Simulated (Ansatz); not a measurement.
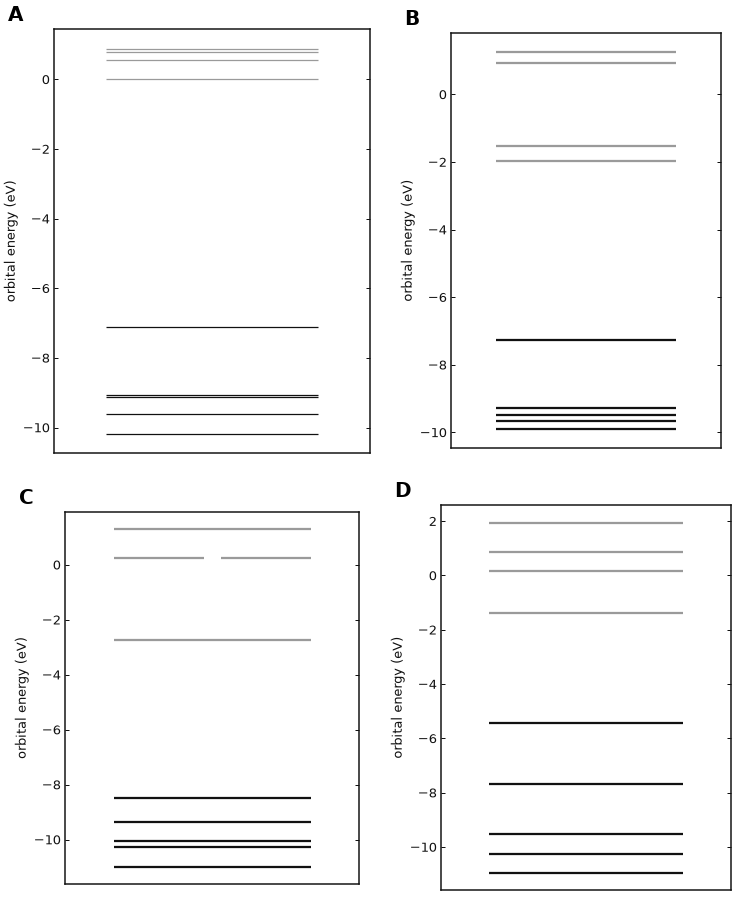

Kohn-Sham orbital energies near the frontier, PBE0/def2-TZVPP in the Ansatz code 0.2.0, at a PBE0-D4/def2-TZVP geometry (no frequency check), isolated molecule; empty levels in grey, levels within 0.03 eV side by side.

Assign the panels.
1. CH₇BFNSn, SMILES FBN[CH2][SnH3], singlet
2. C₃H₇Ga, SMILES C[C@@H]1[CH2][GaH]1, singlet
3. CH₇B₂ClSi, SMILES CBB([SiH3])Cl
4. B₂SiH₅OF, SMILES B[SiH2]OBF

A: 1 (HOMO −7.12 eV, LUMO 0.01 eV)
B: 3 (HOMO −7.25 eV, LUMO −1.98 eV)
C: 4 (HOMO −8.50 eV, LUMO −2.73 eV)
D: 2 (HOMO −5.42 eV, LUMO −1.37 eV)

Limits of at least one run: core potentials past krypton; empty levels above zero depend strongly on the basis; no scalar relativity up to krypton; one conformer of a flexible molecule; spin-orbit coupling is left out, and with Sn it can shift these levels and split any degenerate set.
